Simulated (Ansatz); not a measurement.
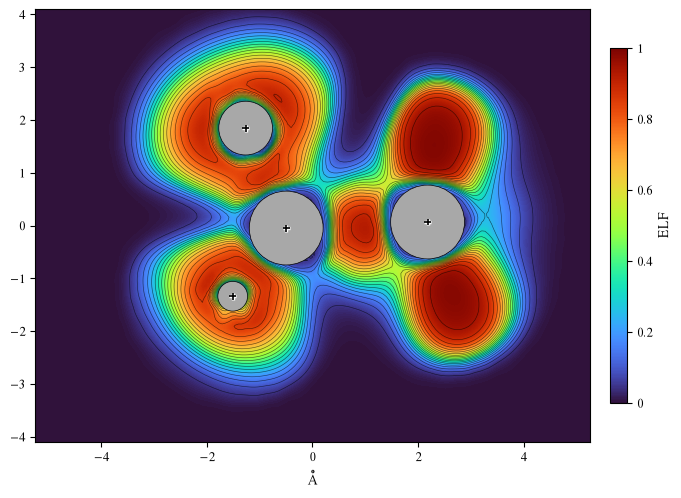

The electron localisation function on a plane through atoms (crosses mark nuclei in the plane; grey discs cover the cores).

Computed with RKS PBE0-D4/def2-TZVPP (Ansatz).

Candidates:
A. Ge4H11O···Cl
B. FH6Si3···H3Si···H···Cl
C. Cl2H3O2Si···H3Si

Which candidate gave the map?

Answer. Candidate C: Cl2H3O2Si···H3Si on the plane of atoms Cl3, Si1 and O5, which holds Si, Cl and O. Si–O (1.64 Å): the ELF peaks at about 0.90 between the atoms (a polar covalent bond). Si–Cl (2.04 Å): the ELF peaks at about 0.90 between the atoms: a polar covalent bond.
